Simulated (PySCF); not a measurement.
# F3P: the cost of one run

The runs use PySCF 2.14.0, with density-fitted response routines of our own; the level of theory stands in each step. All values are computed, except where a source is named. Atoms count from 0, in the outputs and in this text.

**1. The starting structure**

4 atoms, charge 0, multiplicity 1; geometry from: GFN2-xTB. The atoms were then displaced at random by about 0.01 Å, so the start is not that level's minimum.

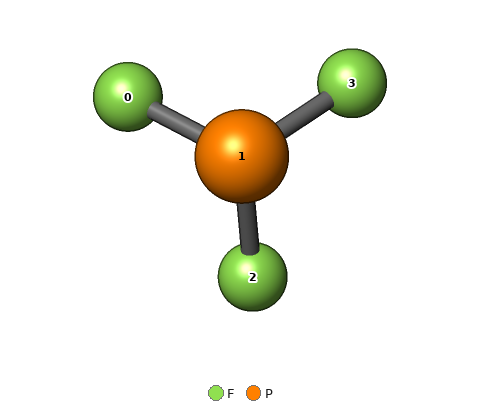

The starting geometry (fluorine green, phosphorus orange), atoms numbered.

**2. Relaxing the molecule at PBE0-D3(BJ)/def2-TZVP**

What the job is given:

```
{"job": {"xc": "PBE0", "basis": "def2-TZVP", "d3": "d3bj", "grid": 2, "shake": 0.01, "kind": "geom"}, "charge": 0, "multiplicity": 1}
F     -0.816140    -1.080330    -0.216170
P     -0.003480    -0.003570     0.634670
F      1.316520    -0.199930    -0.228020
F     -0.458910     1.258460    -0.223480
```

Started as:

```sh
$ OMP_NUM_THREADS=1 python probes_run.py task.json out
```

The driver reads the jobs from task.json and runs them one after another.

**Question.** How long does this first job take on 1 thread of Intel Xeon Platinum 8259CL at 2.50GHz, shared host, and how much memory does it need?

About 41 s, with a peak of 0.49 GiB.
